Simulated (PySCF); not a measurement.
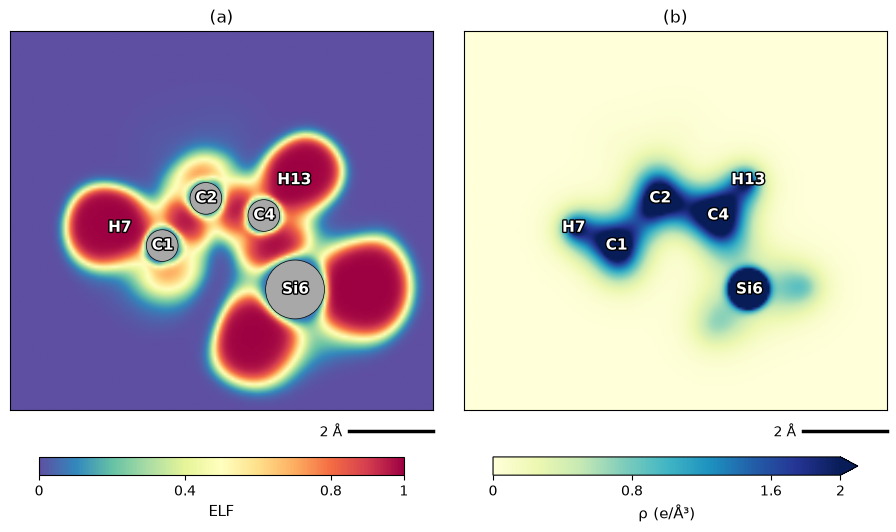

Figure 1: C5H13Si (SMILES C[C+](C)[C@H](C)[SiH3]) (charge +1). (a) ELF; (b) electron density on the plane of atoms C1, C2 and C4. Grey discs cover the atomic cores in the ELF map.

Geometry: B3LYP-D3(BJ)/def2-SVP.

Computed with PySCF 2.14.0, revPBE/pcSseg-1, SCF density, gas phase, non-relativistic.

```yaml
atoms:
  - { symbol: C, position_ang: [0.5589, 0.2761, 1.4306] }
  - { symbol: C, position_ang: [0.3931, 0.1985, -0.0873] }
  - { symbol: C, position_ang: [1.4542, -0.7878, -0.7322] }
  - { symbol: C, position_ang: [-0.8780, -0.2709, -0.5656] }
  - { symbol: C, position_ang: [0.6075, 1.6098, -0.7697] }
  - { symbol: Si, position_ang: [-2.3683, -0.9507, 0.4244] }
  - { symbol: H, position_ang: [1.5752, 0.6100, 1.6822] }
  - { symbol: H, position_ang: [-0.1472, 0.9920, 1.8766] }
  - { symbol: H, position_ang: [0.4072, -0.7071, 1.9024] }
  - { symbol: H, position_ang: [1.3875, -0.8177, -1.8281] }
  - { symbol: H, position_ang: [1.3465, -1.8016, -0.3244] }
  - { symbol: H, position_ang: [2.4389, -0.3890, -0.4443] }
  - { symbol: H, position_ang: [-0.9501, -0.3188, -1.6652] }
  - { symbol: H, position_ang: [-0.1252, 2.3410, -0.4032] }
  - { symbol: H, position_ang: [0.5627, 1.5558, -1.8659] }
  - { symbol: H, position_ang: [1.6150, 1.9350, -0.4679] }
  - { symbol: H, position_ang: [-3.5673, -0.8483, -0.4352] }
  - { symbol: H, position_ang: [-2.4493, -0.2704, 1.7346] }
  - { symbol: H, position_ang: [-1.8615, -2.3559, 0.5383] }
```

What does the map show?

Answer. The plane passes through C, Si and H nuclei.
C–C (1.44 Å): ρ at the midpoint is about 1.9 e/Å³; the ELF peaks at about 0.95 between the atoms; a covalent bond.
C–Si (1.91 Å): the density is about 0.87 e/Å³ at the midpoint; the ELF peaks at about 1 between the atoms: localised, covalent bonding.
C–H (1.10 Å): the density is about 1.9 e/Å³ at the midpoint; the ELF climbs to about 1 towards the hydrogen, as it does in any bond to H: an ordinary covalent bond to hydrogen.
C–C (1.53 Å): ρ at the midpoint is about 1.6 e/Å³; the ELF peaks at about 0.95 between the atoms (a shared electron pair).
